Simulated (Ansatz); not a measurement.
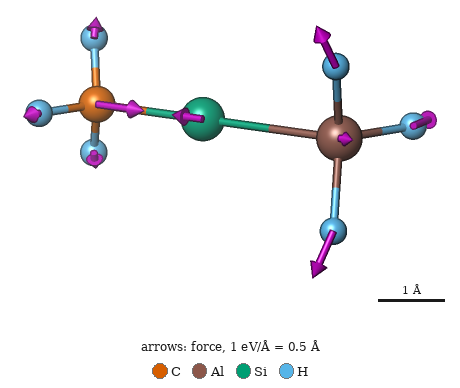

Starting geometry of CH₆AlSi (charge +1) with the computed forces as purple arrows. The picture is a ball-and-stick view, seen at a tilt.

It is one of the separated reactants of a reaction.

These are results of RKS PBE-D4/def2-SVP (Ansatz), not measurements.

Input
```yaml
crystal:
  periodic: [false, false, false]
  atoms:
    - {symbol: C, position_ang: [-0.866498, 1.544966, -1.221222]}
    - {symbol: Al, position_ang: [0.893503, -1.592740, 1.259267]}
    - {symbol: Si, position_ang: [-0.097243, 0.175376, -0.137190]}
    - {symbol: H, position_ang: [-0.605479, 1.393319, -2.273493]}
    - {symbol: H, position_ang: [-1.957503, 1.537913, -1.131462]}
    - {symbol: H, position_ang: [-0.500840, 2.529681, -0.913009]}
    - {symbol: H, position_ang: [2.389608, -1.486682, 1.012648]}
    - {symbol: H, position_ang: [0.276956, -2.882464, 0.742662]}
    - {symbol: H, position_ang: [0.479683, -1.241100, 2.678951]}
basis:
  gaussian: {orbitals: def2-SVP}
total_charge: 1
hamiltonian: {xc: pbe, dispersion: d4}
relax: {f_tol: 0.03, max_steps: 250}
```

Launched with:
```bash
ansatz run in.yaml --threads 2 --pin off --events-out ev --progress --plain --max-ram 4352MiB
```

> Is this structure relaxed? If not, where do the atoms go?

It isn't relaxed: the largest force vector, on C1, is 1.73 eV/Å. The final displacements have little in common with the starting forces (cosine between the two patterns −0.04). The atom that moves furthest after the best rigid fit is H8 (1.97 Å). Largest moves by element: H 1.97 Å, Si 0.61 Å, Al 0.36 Å, C 0.33 Å. Among the contacts that change: Si3–H8 3.204 → 1.643 Å, Al2–H8 1.520 → 1.955 Å, Al2–H7 1.520 → 1.582 Å, C1–Si3 1.909 → 1.855 Å. Bond angles that change, for instance: H7–Al2–H9 113.8° → 149.8°, C1–Si3–Al2 179.9° → 152.7°, Si3–Al2–H9 104.7° → 107.8°. After 19 geometry steps the energy has fallen by 42.3 kcal/mol. The largest force component goes from 1.4 to 0.021 eV/Å. The forces were under the threshold at step 4, but the run went on from there. The run took 26 s on 2 threads of Arm Neoverse V2, with other jobs on the host.
